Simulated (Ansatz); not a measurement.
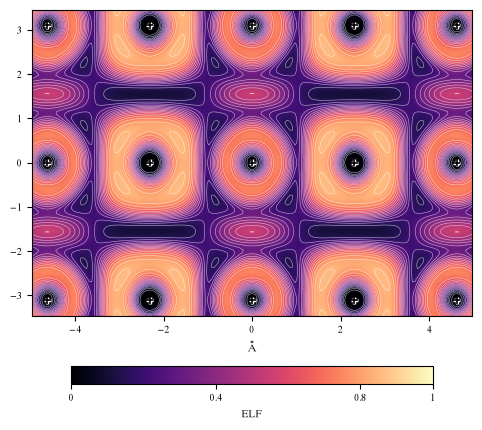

The electron localisation function on a plane through atoms (crosses mark nuclei in the plane).

Computed with DFT PBE, scalar-relativistic, plane waves, PAW (Ansatz).

Candidates:
A. Ta$_{3}$S$_{5}$, a = 6.22 Å, b = 6.22 Å, c = 4.63 Å, α = 90.00°, β = 90.00°, γ = 120.00°. Space group P6/mmm; a structure generated by program, which may or may not match a known phase; computed without spin polarisation.
B. Hf$_{4}$C$_{3}$, a = 4.71 Å, b = 4.71 Å, c = 5.93 Å, α = 90.00°, β = 90.00°, γ = 120.00°. Space group P6/mmm; a structure generated by program, which may or may not match a known phase.
C. ZrSi$_{3}$N$_{3}$, a = 4.13 Å, b = 4.13 Å, c = 7.38 Å, α = 90.00°, β = 90.00°, γ = 90.00°. Space group P4mm; a structure generated by program, which may or may not match a known phase; computed without spin polarisation.

Which system is this?

Candidate A: Ta$_{3}$S$_{5}$ on the (11̄0) plane of the conventional cell, which holds Ta and S. Ta–S (2.31 Å): the ELF peaks at about 0.85 in the valence shell of S, 0.8 Å from its nucleus, and is about 0.35 at the midpoint. Ta–Ta (3.11 Å): the ELF reaches about 0.55 near the midpoint.
